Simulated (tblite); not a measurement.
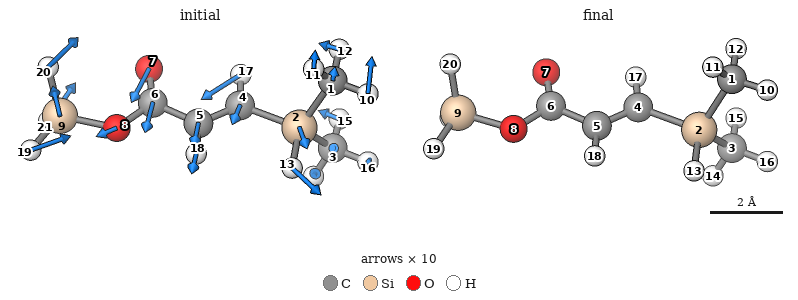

The structure of C₅H₁₂O₂Si₂ before (left) and after (right) a relaxation, at one scale. The blue arrows give the displacements, 10 times their true length.

Style: ball-and-stick. Shown from a free direction.

Level of theory: tblite 0.8.0, GFN2-xTB geometry optimisation, gas phase. 

What changed between the two?

Answer. The energy falls by 0.263 eV in 63 geometry steps. H20 moves most after the best rigid fit: 0.15 Å. By element the largest moves are H 0.15 Å, O 0.13 Å, C 0.11 Å, Si 0.11 Å. Among the contacts that change: Si2–C3 1.853 → 1.903 Å, C1–Si2 1.856 → 1.903 Å, Si2–C4 1.845 → 1.890 Å, Si9–H20 1.490 → 1.458 Å. Among the angles between lasting bonds that change: O8–Si9–H19 108.2° → 97.8°, H19–Si9–H20 107.6° → 113.8°, O7–C6–O8 126.9° → 121.8°.
